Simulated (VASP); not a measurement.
# InSbN2: structure and properties in VASP, part 3 of 5

Aim: relax InSbN2, then compute properties on the relaxed cell. The cell is invented: it takes the structure of a Materials Project entry for InGaN2 (space group 156 there), with some of its atoms replaced by other elements, volume scaled by an estimate. It may not be a known or stable phase.

VASP 6.6.1; LDA; plane waves and PAW (Sb, In_d, N); invented cell.

So far. Step 3 (Full relaxation (LDA)): It ends with a largest force of 0.007 eV/Å and a pressure of 0.00 GPa. Step 4 (Single point with fields (LDA)): In this run the pressure is 0.01 GPa, small enough to go on.

**5. Band structure (LDA)**

Levels along the symmetry lines show where the bands peak and cross; KPOINTS_OPT computes them in the converged potential.

File INCAR:

```
SYSTEM = InSbN2
PREC = Accurate
ENCUT = 520
EDIFF = 1E-06
NELM = 100
ISMEAR = 0
SIGMA = 0.05
LREAL = .FALSE.
ALGO = Normal
GGA = CA
NBANDS = 28
LORBIT = 11
LWAVE = .FALSE.
LCHARG = .FALSE.
KPAR = 2
```

File POSCAR:

```
InSbN2
1.0
    3.7922565439      0.0000000000      0.0000000000
   -1.8961282720      3.2841894954      0.0000000000
    0.0000000000      0.0000000000      5.1914643668
Sb In N
1 1 2
Direct
    0.6666666700      0.3333333300      0.5280245363
    0.0000000000      0.0000000000      0.0132476140
    0.6666666700      0.3333333300      0.1205562738
    0.0000000000      0.0000000000      0.5797705760
```

File KPOINTS:

```
Automatic mesh
0
Gamma
6 6 4
0 0 0
```

File KPOINTS_OPT:

```
Line mode
16
Line-mode
Reciprocal
  0.00000000   0.00000000   0.00000000 GAMMA
  0.50000000   0.00000000   0.00000000 M

  0.50000000   0.00000000   0.00000000 M
  0.33333333   0.33333333   0.00000000 K

  0.33333333   0.33333333   0.00000000 K
  0.00000000   0.00000000   0.00000000 GAMMA

  0.00000000   0.00000000   0.00000000 GAMMA
  0.00000000   0.00000000   0.50000000 A

  0.00000000   0.00000000   0.50000000 A
  0.50000000   0.00000000   0.50000000 L

  0.50000000   0.00000000   0.50000000 L
  0.33333333   0.33333333   0.50000000 H

  0.33333333   0.33333333   0.50000000 H
  0.00000000   0.00000000   0.50000000 A

  0.50000000   0.00000000   0.50000000 L
  0.50000000   0.00000000   0.00000000 M

  0.33333333   0.33333333   0.00000000 K
  0.33333333   0.33333333   0.50000000 H
```

The projector-augmented-wave data sets are Sb, In_d and N (LDA family, release 64).

Run with:

```console
mpirun -np 2 vasp_std
```

Log:

```text
[... set-up lines as in an earlier step ...]
 entering main loop
       N       E                     dE             d eps       ncg     rms          rms(c)
DAV:   1     0.245199195647E+03    0.24520E+03   -0.11908E+04  1384   0.111E+03
DAV:   2     0.484608614361E+01   -0.24035E+03   -0.21935E+03  1460   0.332E+02
DAV:   3    -0.273771161532E+02   -0.32223E+02   -0.31313E+02  1668   0.107E+02
DAV:   4    -0.285792350823E+02   -0.12021E+01   -0.11977E+01  1560   0.214E+01
DAV:   5    -0.286174293254E+02   -0.38194E-01   -0.38187E-01  1948   0.395E+00    0.128E+01
DAV:   6    -0.248079389267E+02    0.38095E+01   -0.17218E+01  2028   0.339E+01    0.792E+00
DAV:   7    -0.246017073098E+02    0.20623E+00   -0.14900E+00  1508   0.895E+00    0.298E+00
DAV:   8    -0.245594086157E+02    0.42299E-01   -0.26928E-01  1540   0.277E+00    0.761E-01
DAV:   9    -0.245456654369E+02    0.13743E-01   -0.18797E-02  1952   0.137E+00    0.291E-01
DAV:  10    -0.245447730745E+02    0.89236E-03   -0.34026E-03  1592   0.351E-01    0.153E-01
DAV:  11    -0.245446637913E+02    0.10928E-03   -0.13802E-03  1496   0.228E-01    0.775E-02
DAV:  12    -0.245446404385E+02    0.23353E-04   -0.88050E-05  1648   0.695E-02    0.439E-02
DAV:  13    -0.245446364714E+02    0.39670E-05   -0.37894E-05  1620   0.430E-02    0.701E-03
DAV:  14    -0.245446365802E+02   -0.10873E-06   -0.28495E-06  1332   0.911E-03
   1 F= -.24544637E+02 E0= -.24544185E+02  d E =-.903408E-03
 Start KPOINTS_OPT (optional k-point list driver)
k-point batch [1-24\144]
       N       E                     dE             ncg
DAV:   1     0.489240167901E+04   -0.90931E+04     1376
DAV:   2    -0.509590610746E+03   -0.54020E+04     1432
DAV:   3    -0.118108605809E+04   -0.67150E+03     1740
DAV:   4    -0.120595172344E+04   -0.24866E+02     1548
DAV:   5    -0.120678195715E+04   -0.83023E+00     1900
DAV:   6    -0.120679818965E+04   -0.16233E-01     1640
DAV:   7    -0.120679884218E+04   -0.65253E-03     1916
DAV:   8    -0.120679884864E+04   -0.64573E-05     1336
DAV:   9    -0.120679884883E+04   -0.19433E-06      952
[...]
k-point batch [121-144\144]
       N       E                     dE             ncg
DAV:   1     0.489838502280E+04   -0.18443E+05     1364
DAV:   2    -0.524906397718E+03   -0.54233E+04     1452
DAV:   3    -0.121622122081E+04   -0.69131E+03     1700
DAV:   4    -0.124314366853E+04   -0.26922E+02     1576
DAV:   5    -0.124401795326E+04   -0.87428E+00     1900
DAV:   6    -0.124404044025E+04   -0.22487E-01     1700
DAV:   7    -0.124404103041E+04   -0.59016E-03     1956
DAV:   8    -0.124404103879E+04   -0.83881E-05     1480
DAV:   9    -0.124404103898E+04   -0.18796E-06     1088
```

Elapsed: 1.8 min, on 2 MPI ranks of Intel Xeon Platinum 8375C at 2.90GHz (Ice Lake), shared host; peak memory 0.39 GiB.

From OUTCAR (step 5):

```text
   k-points           NKPTS =     24   k-points in BZ     NKDIM =     24   number of bands    NBANDS=     28

   NELECT =      28.0000    total number of electrons

 E-fermi :   8.2331

 k-point     1 :       0.0000    0.0000    0.0000
  band No.  band energies     occupation
    ...
     11       3.7848      2.00000
     12       5.5656      2.00000
     13       5.6732      2.00000
     14       5.6732      2.00000
     15       6.9308      2.00000
     16      11.0832      0.00000
     17      11.0832      0.00000
     18      13.1014      0.00000
     19      14.6988      0.00000
     20      14.6988      0.00000
    ...

  Total        0.0068356      0.0068356      0.0009443     -0.0000000      0.0000000      0.0000000
  in kB        0.1693846      0.1693845      0.0234005     -0.0000000      0.0000000      0.0000000
  external PRESSURE =       0.1207232 kB  Pullay stress =       0.0000000 kB

 POSITION                                       TOTAL-FORCE (eV/Angst)
 -----------------------------------------------------------------------------------
      1.89613      1.09473      2.74122         0.000000      0.000000     -0.001879
      0.00000      0.00000      0.06877        -0.000000      0.000000      0.003784
      1.89613      1.09473      0.62586        -0.000000      0.000000     -0.006381
      0.00000      0.00000      3.00986         0.000000     -0.000000      0.004475
 -----------------------------------------------------------------------------------
    total drift:                               -0.000014      0.000025      0.000320

  FREE ENERGIE OF THE ION-ELECTRON SYSTEM (eV)
  ---------------------------------------------------
  free  energy   TOTEN  =       -24.5446365802 eV

  energy  without entropy=      -24.5437331722  energy(sigma->0) =      -24.54418488

[... 8 parts as in an earlier step ...]

[... 8 further parts left out ...]
```

Spin-orbit coupling is off here; with elements this heavy it splits and shifts levels by tenths of an eV or more.

Numbers from this step:

- SCF cycles: 14
- bands: 28
- pressure: 0.01207 GPa

The electronic bands at the labelled points (eV, zero at the Fermi level; # counts the bands kept, so #1 is VASP's band 8):

```
    point     #4     #5     #6     #7     #8    #9   #10   #11
        Γ  -4.45  -2.67  -2.56  -2.56  -1.30  2.85  2.85  4.87
        M  -5.77  -4.15  -3.27  -1.47   1.27  2.93  3.44  4.99
        K  -5.34  -4.60  -4.24   0.75   2.58  2.98  3.58  3.70
        Γ  -4.45  -2.67  -2.56  -2.56  -1.30  2.85  2.85  4.87
        A  -4.16  -2.84  -2.84  -2.19   0.47  2.72  2.72  2.93
        L  -3.97  -3.83  -3.02  -1.06   0.80  2.42  3.32  4.17
        H  -5.17  -3.48  -2.51   1.01   1.72  1.89  3.21  3.89
        A  -4.16  -2.84  -2.84  -2.19   0.47  2.72  2.72  2.93
jump to L  -3.97  -3.83  -3.02  -1.06   0.80  2.42  3.32  4.17
        M  -5.77  -4.15  -3.27  -1.47   1.27  2.93  3.44  4.99
jump to K  -5.34  -4.60  -4.24   0.75   2.58  2.98  3.58  3.70
        H  -5.17  -3.48  -2.51   1.01   1.72  1.89  3.21  3.89
```

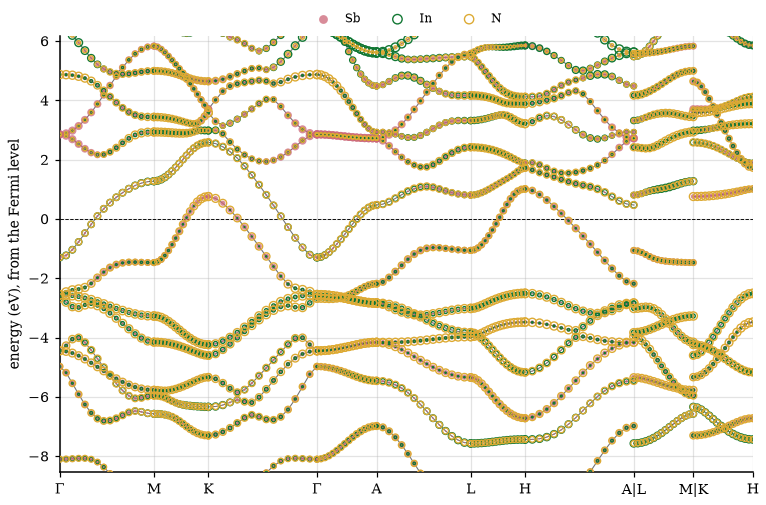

Electronic bands along the path; dots are coloured as in the legend, and their area grows with the weight.

There is no gap at this level.

**6. Density of states (LDA)**

A density of states needs more k-points than a total energy; ISMEAR = -5 takes tetrahedra, and LORBIT projects the states on the PAW spheres. The mesh is finer than in the run before.

INCAR, as its differences from that of step 5:

```diff
@@ -5,3 +5,3 @@
 NELM = 100
-ISMEAR = 0
+ISMEAR = -5
 SIGMA = 0.05
@@ -15 +15,2 @@
 KPAR = 2
+NEDOS = 2001
```

POSCAR is that of step 5.

File KPOINTS:

```
Automatic mesh
0
Gamma
9 9 6
0 0 0
```

Run with:

```console
mpirun -np 2 vasp_std
```

Log:

```text
[... set-up lines as in an earlier step ...]
 entering main loop
       N       E                     dE             d eps       ncg     rms          rms(c)
DAV:   1     0.243879857765E+03    0.24388E+03   -0.11882E+04  3528   0.111E+03
DAV:   2     0.423525310238E+01   -0.23964E+03   -0.21846E+03  3728   0.322E+02
DAV:   3    -0.274078342040E+02   -0.31643E+02   -0.30642E+02  4264   0.107E+02
DAV:   4    -0.285811153101E+02   -0.11733E+01   -0.11694E+01  4056   0.211E+01
DAV:   5    -0.286204490749E+02   -0.39334E-01   -0.39345E-01  5024   0.398E+00    0.128E+01
DAV:   6    -0.248178109078E+02    0.38026E+01   -0.17418E+01  5220   0.340E+01    0.796E+00
DAV:   7    -0.245979953522E+02    0.21982E+00   -0.15424E+00  3964   0.934E+00    0.300E+00
DAV:   8    -0.245606364835E+02    0.37359E-01   -0.27376E-01  4008   0.288E+00    0.872E-01
DAV:   9    -0.245431476566E+02    0.17489E-01   -0.29204E-02  4564   0.136E+00    0.383E-01
DAV:  10    -0.245415988017E+02    0.15489E-02   -0.85096E-03  4300   0.600E-01    0.174E-01
DAV:  11    -0.245414490470E+02    0.14975E-03   -0.21004E-03  3920   0.293E-01    0.840E-02
DAV:  12    -0.245413366278E+02    0.11242E-03   -0.10644E-04  4528   0.768E-02    0.458E-02
DAV:  13    -0.245413488701E+02   -0.12242E-04   -0.55363E-05  4180   0.541E-02    0.733E-03
DAV:  14    -0.245413535264E+02   -0.46563E-05   -0.32486E-06  3612   0.104E-02    0.372E-03
DAV:  15    -0.245413533081E+02    0.21828E-06   -0.12914E-07  2204   0.396E-03
   1 F= -.24541353E+02 E0= -.24541353E+02  d E =0.000000E+00
 -----------------------------------------------------------------------------
|                                                                             |
|           W    W    AA    RRRRR   N    N  II  N    N   GGGG   !!!           |
|           W    W   A  A   R    R  NN   N  II  NN   N  G    G  !!!           |
|           W    W  A    A  R    R  N N  N  II  N N  N  G       !!!           |
|           W WW W  AAAAAA  RRRRR   N  N N  II  N  N N  G  GGG   !            |
|           WW  WW  A    A  R   R   N   NN  II  N   NN  G    G                |
|           W    W  A    A  R    R  N    N  II  N    N   GGGG   !!!           |
|                                                                             |
|     Tetrahedron method does not include variations of the Fermi             |
|     occupations, so forces and stress will be inaccurate. We suggest        |
|     using a different smearing scheme ISMEAR = 1 or 2 for metals in         |
|     relaxations.                                                            |
|                                                                             |
 -----------------------------------------------------------------------------
```

Elapsed: 66 s, on 2 MPI ranks; peak memory 0.44 GiB.

OUTCAR, selected parts (step 6):

```text
   k-points           NKPTS =     62   k-points in BZ     NKDIM =     62   number of bands    NBANDS=     28

   NELECT =      28.0000    total number of electrons

 E-fermi :   8.4725

 k-point     1 :       0.0000    0.0000    0.0000
  band No.  band energies     occupation
    ...
     11       3.7605      2.00000
     12       5.5694      2.00000
     13       5.6921      2.00000
     14       5.6921      2.00000
     15       6.9553      2.00000
     16      11.0513      0.00000
     17      11.0513      0.00000
     18      13.0960      0.00000
     19      14.7236      0.00000
     20      14.7236      0.00000
    ...

  Total       -0.0164319     -0.0164319      0.0306473      0.0000000     -0.0000000     -0.0000000
  in kB       -0.4071766     -0.4071764      0.7594276      0.0000000     -0.0000000     -0.0000000
  external PRESSURE =      -0.0183085 kB  Pullay stress =       0.0000000 kB

 POSITION                                       TOTAL-FORCE (eV/Angst)
 -----------------------------------------------------------------------------------
      1.89613      1.09473      2.74122         0.000000      0.000000     -0.058324
      0.00000      0.00000      0.06877         0.000000      0.000000      0.051362
      1.89613      1.09473      0.62586         0.000000      0.000000     -0.042208
      0.00000      0.00000      3.00986        -0.000000     -0.000000      0.049169
 -----------------------------------------------------------------------------------
    total drift:                               -0.000014      0.000025      0.000492

  FREE ENERGIE OF THE ION-ELECTRON SYSTEM (eV)
  ---------------------------------------------------
  free  energy   TOTEN  =       -24.5413533081 eV

  energy  without entropy=      -24.5413533081  energy(sigma->0) =      -24.54135331

[... 6 parts as in an earlier step ...]

[... 10 further parts left out ...]
```

With tetrahedra the forces and stress of a metal are not exact derivatives of the energy.

Numbers from this step:

- SCF cycles: 15
- irreducible k-points: 62
- Fermi energy: 8.473 eV
- pressure: -0.001831 GPa
- DOS at the Fermi level: 0.7909 states/eV/cell

The density of states has structure finer than the step of the table below, so its rows give means over 1 eV, whole bins alone (the curve runs from -12.0 to 8.00 eV). Peaks (eV: height): total -3.1: 4.76, 1.9: 3.56, 3.1: 4.86, 6.7: 3.76; N p -4.0: 1.32, -3.1: 2.37, 3.1: 1.28, 4.4: 0.782; Sb p -5.8: 0.295, 1.9: 0.486, 3.1: 0.387, 4.4: 0.594; In p -3.1: 0.315, 3.1: 0.244, 5.7: 0.534, 6.7: 0.844; In s -7.5: 0.406, -6.8: 0.483, 0.8: 0.310, 3.1: 0.406.

States under -12.0 eV and over 8.0 eV are left out. Density of states against energy, zero at the Fermi level; means over each step; values in states/eV/cell:

```
energy (eV)   total      N p    Sb p     In p     In s     Sb s
        -11  0.0147  0.00175  1.5e-4   2.1e-4   3.4e-5  0.00613
        -10    1.17    0.147  0.0225  0.00946   0.0145    0.453
         -9   0.532   0.0761  0.0159  0.00316   0.0204    0.174
         -8   0.461   0.0878  0.0127  0.00734   0.0783   0.0636
         -7    1.86    0.449   0.120   0.0559    0.331   0.0239
         -6    1.95    0.592   0.239   0.0641    0.108   0.0305
         -5    1.84    0.676   0.179   0.0950   0.0556  0.00729
         -4    2.18    0.971  0.0824    0.185   0.0210  0.00310
         -3    1.99    0.993  0.0352    0.137  0.00973  0.00953
         -2   0.575    0.173  0.0630  0.00622  0.00659   0.0745
         -1    1.04    0.244   0.137  0.00889   0.0214    0.133
          0   0.732    0.199  0.0534   0.0201   0.0731   0.0552
          1    1.36    0.264  0.0642   0.0935    0.191   0.0425
          2    2.09    0.477   0.260   0.0597    0.140   0.0488
          3    2.18    0.527   0.230    0.112    0.158   0.0486
          4    2.30    0.524   0.373    0.135   0.0413   0.0238
          5    2.14    0.411   0.345    0.266   0.0366   0.0133
          6    1.86    0.299   0.135    0.433   0.0213  0.00489
          7    1.70    0.273  0.0767    0.398  0.00140  0.00398
```

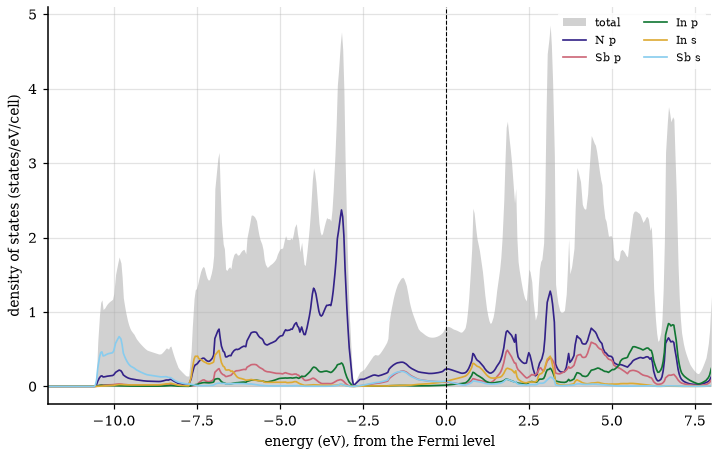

Density of states against energy.

Force by atom:

```
atom  x (eV/Å)  y (eV/Å)  z (eV/Å)    size
 Sb1    0.0000    0.0000   -0.0583  0.0583
 In2    0.0000    0.0000    0.0514  0.0514
  N3    0.0000    0.0000   -0.0422  0.0422
  N4    0.0000    0.0000    0.0492  0.0492
```

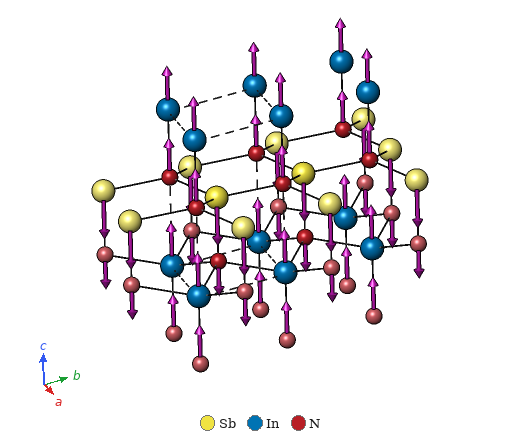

Force as arrows, the longest 0.0583 eV/Å. 1×2×1 cells are drawn. Some periodic images of atoms are drawn too.

The finer mesh and the other smearing move the Fermi level by +0.24 eV from the 6×6×4 run, one measure of the sampling error in the zero of the bands above. Of the states within 0.3 eV of the Fermi level, the largest shares in the PAW spheres are N p 28 %, In s 9 % and Sb s 8 %. The rest lies in smaller channels or between the spheres.

(Continued in part 4 of 5.)

[Lines on the potential files, build, host, timing and source positions are cut from VASP's logs without a mark.]

[Logs are printed without paths, hosts, clocks, repeated set-up lines and the standing remarks that a program may print on its own settings, such as how far it seeks lower states.]

[Hosts, paths, dates, database ids (printed as entryN), source tags and the programs' standing remarks are cut or masked in the printed files.]

[A measured line is paired with the nearest computed mode of its activity, which favours agreement.]
